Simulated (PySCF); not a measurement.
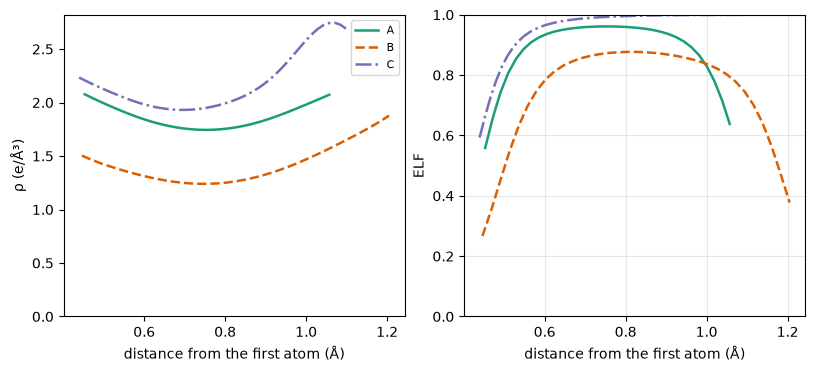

*C$_{2}$H$_{4}$Cl$_{2}$ (SMILES ClCCCl). Electron density and electron localisation function along straight lines between neighbouring atoms. The curves leave out the atomic cores.*

Geometry: PBE0-D3(BJ)/def2-SVP.

Computed with PBE0/pcSseg-2, SCF density, gas phase, non-relativistic (PySCF).

```csv
atom,x (Å),y (Å),z (Å)
Cl,2.0626,-0.6382,-0.0039
C,0.6264,0.4200,0.0576
C,-0.6242,-0.4176,-0.0636
Cl,-2.0603,0.6407,-0.0036
H,0.6996,1.1414,-0.7671
H,0.6455,0.9657,1.0103
H,-0.6428,-0.9641,-1.0159
H,-0.6978,-1.1385,0.7616
```

**Which curve belongs to which contact (C–C, C–Cl and C–H)? The first atom named is at distance zero.**

Curve A: C–C (1.51 Å): the density is about 1.7 e/Å³ at the midpoint; the ELF peaks at about 0.95 between the atoms, as expected for a shared electron pair. Curve B: C–Cl (1.78 Å): ρ at the midpoint is about 1.3 e/Å³; the ELF peaks at about 0.90 between the atoms, as expected for a covalent bond. Curve C: C–H (1.10 Å): ρ at the midpoint is about 2 e/Å³; the ELF climbs to about 1 towards the hydrogen, as it does in any bond to H: an ordinary covalent bond to hydrogen.
